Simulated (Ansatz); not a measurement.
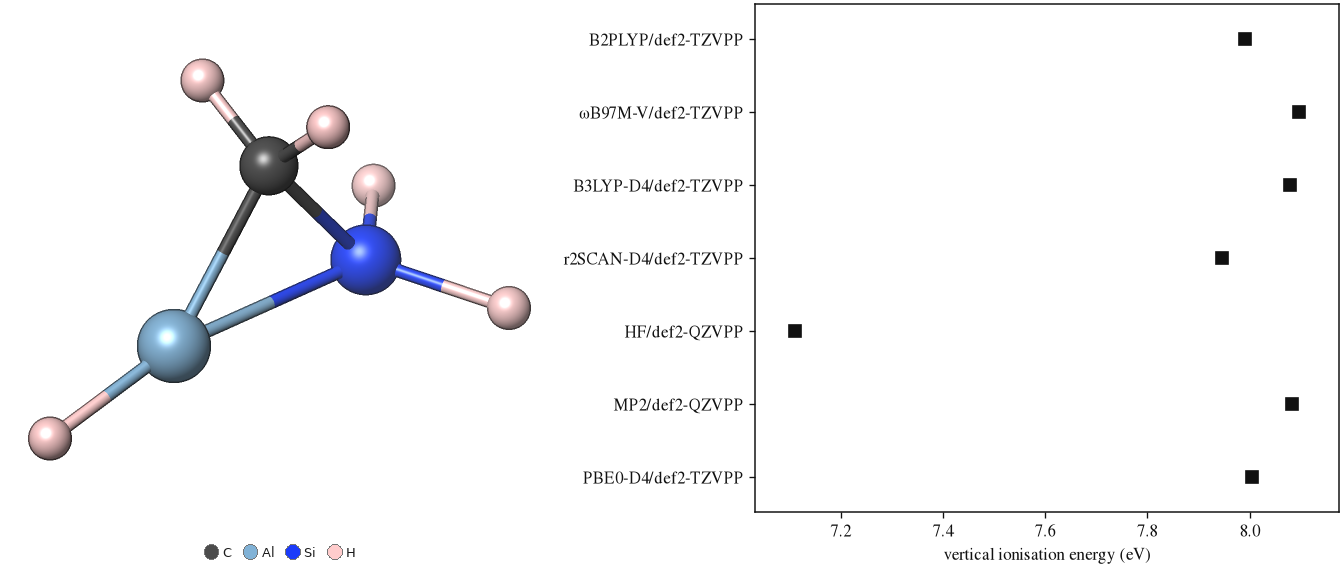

Vertical ionisation energy of CH₅AlSi, SMILES [CH2]1[AlH][SiH2]1, singlet, taken as the energy of the cation less that of the neutral at fixed geometry (unrestricted doublet cation, cores frozen in correlated methods, no spin-orbit coupling), the Ansatz code, at a PBE0-D4/def2-TZVP geometry (a minimum by its frequencies).

What range do the values span?

From 7.11 eV (HF/def2-QZVPP) to 8.10 eV (ωB97M-V/def2-TZVPP).

Give the values.

| level | eV |
| --- | --- |
| B2PLYP/def2-TZVPP | 7.99 |
| ωB97M-V/def2-TZVPP | 8.10 |
| B3LYP-D4/def2-TZVPP | 8.08 |
| r2SCAN-D4/def2-TZVPP | 7.95 |
| HF/def2-QZVPP | 7.11 |
| MP2/def2-QZVPP | 8.08 |
| PBE0-D4/def2-TZVPP | 8.00 |
